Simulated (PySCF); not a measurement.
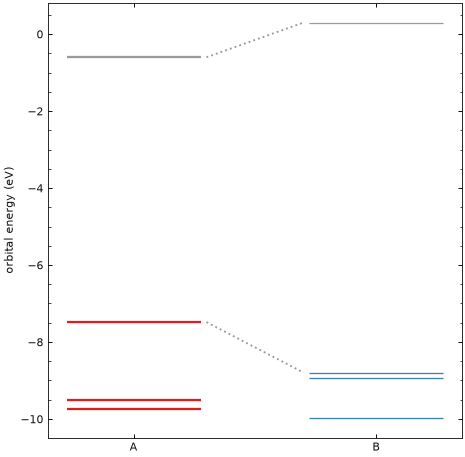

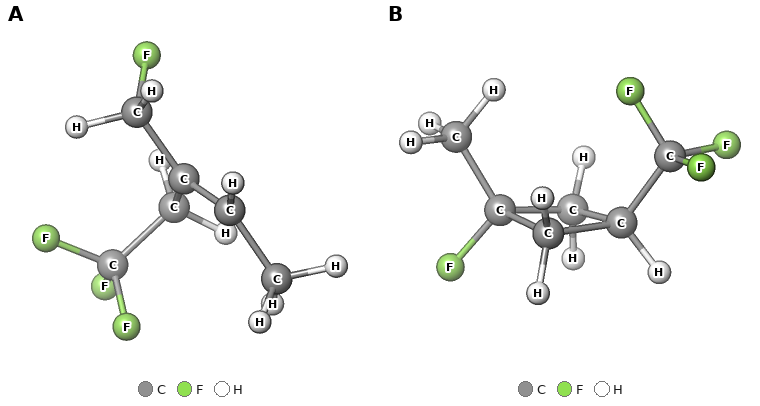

Related molecules: A is C₆H₈F₄, SMILES C/C=C(/CF)CC(F)(F)F; B is C₆H₈F₄, SMILES C[C@]1(F)C[C@H](C(F)(F)F)C1. Frontier orbital energies, B3LYP/def2-SVPD, PySCF, at a PBE0-D3(BJ)/def2-SVP geometry (no frequency check); drawn are at most three filled levels and, in grey, the LUMO with any level within 0.03 eV of it; dotted lines join the HOMOs and the LUMOs.

Question: What does the change do to the frontier levels?

Answer: From A to B the HOMO falls by 1.31 eV and the LUMO rises by 0.90 eV, so the separation goes from 6.88 to 9.09 eV.

Question: Does the ΔSCF ionisation energy follow the HOMO?

Answer: A: −ε(HOMO) 7.48, ΔSCF 9.68 eV; B: −ε(HOMO) 8.79, ΔSCF 11.03 eV.

Limits of at least one run: empty levels above zero depend strongly on the basis; one conformer of a flexible molecule.
